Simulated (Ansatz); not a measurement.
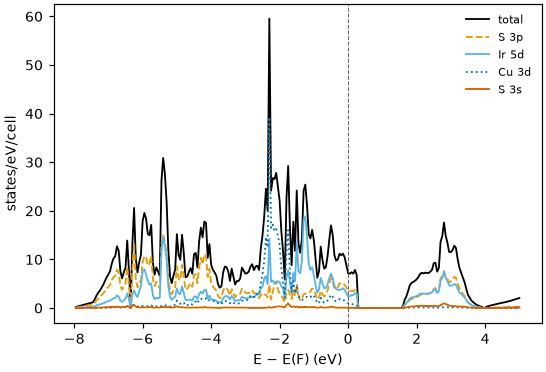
Figure: Total and projected density of states of CuIr$_{2}$S$_{4}$ (spinel, space group No. 227), r²SCAN in the plane-wave PAW code Ansatz

Question: Which orbitals carry the states next to the Fermi level?

Answer: Within 0.5 eV of the Fermi level: S 3p 44 %, Ir 5d 38 %, Cu 3d 14 %. Projections are on Löwdin-orthogonalised atomic valence shells; empty p or d shells of many metals are not among them.

Question: Where is the tallest occupied peak in this window, and what makes it?

Answer: Near -2.3 eV, about 60 states/eV per cell; the largest projected share is Cu 3d.

Space group Fd-3m (spinel). The workflow started from a Materials Project entry (that database holds measured and hypothetical structures alike); the Crystallography Open Database files this formula in space group No. 227, but the cells were not matched. Whether it is the stable phase at ambient conditions was not checked. Symmetry was held in the r²SCAN relaxation; whether a distortion lowers the energy is not shown. The run is not spin-polarised. Scalar-relativistic: spin–orbit coupling is off unless named, which matters more the heavier the elements.

Potentials: the later of the program's two PAW sets.
